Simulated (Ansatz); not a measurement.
## Fields on a plane of V3O5 (space group C2/c)

```xyz
16
Lattice="4.9803 -2.4534 0.0000 4.9803 2.4534 0.0000 -2.6600 0.0000 6.4967" Properties=species:S:1:pos:R:3 pbc="T T T"
V     -0.6389     0.0308     4.6637
V      7.9396    -0.0308     1.8330
V      6.6097     0.0308     5.0813
V      0.6911    -0.0308     1.4154
V      3.6504     0.0000     3.2483
V      4.9803     0.0000     0.0000
O      5.1403    -0.7404     4.3003
O      2.1604     0.7404     2.1964
O      0.8304    -0.7404     5.4447
O      6.4703     0.7404     1.0519
O      4.0106     1.6799     0.3588
O      3.2901    -1.6799     6.1379
O      4.6201     1.6799     2.8896
O      2.6806    -1.6799     3.6071
O      2.9854     0.9449     4.8725
O      4.3154    -0.9449     1.6242
```

The slice is a (-1 0 1) plane (indices of the conventional cell) through the point (0.307, 0.693, 0.750) (fractional), spanned by u = [1 -1 0] and v = [111] in vectors of this cell: u (4.91 Å) and v (9.77 Å, at 90° to u). It covers one period; positions are fractions (u, v).

Atoms on it: O at (0.00, 0.00); O at (0.89, 0.50). Other atoms lie within 1 Å of the plane.

Level of theory: PBEsol (plane waves to 420 eV, PAW, scalar-relativistic; Ansatz, an electronic-structure program). k mesh 8×8×6. Inside the PAW spheres the values are not all-electron values, and peaks at nuclei hang on which shells count as valence. At this level the bands of V3O5 touch or barely overlap. Relaxed V3O5 ends ferromagnetic. V3O5 is run spin-polarised and with no Hubbard U. V3O5 was relaxed with its symmetry unable to fall. The magnetic order is the one the run started from; other orders were not tried.

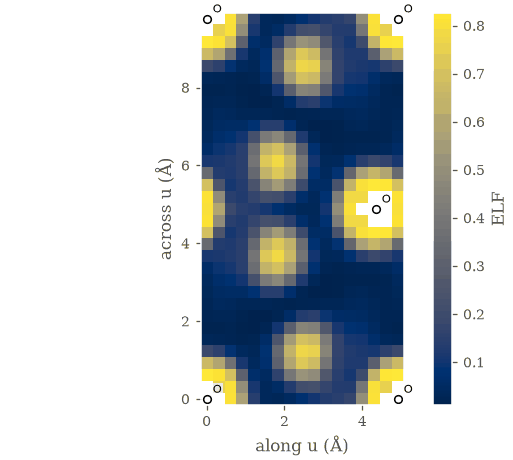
Fig. 1. ELF of the up spins, one period of the plane, atoms marked. Points within 0.4 Å of a nucleus are left white, as the pseudised field means little there.

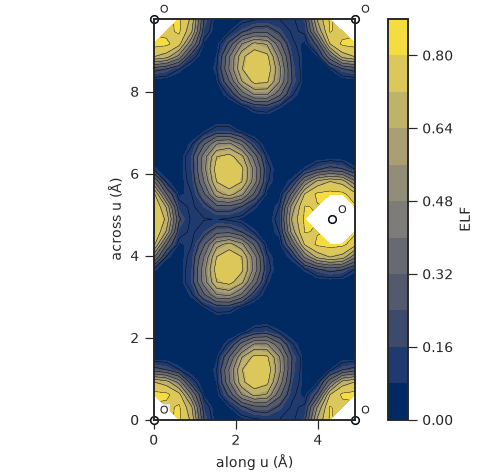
Fig. 1. ELF of the down spins, one period of the plane, atoms marked. Points within 0.4 Å of a nucleus are left white, as the pseudised field means little there.
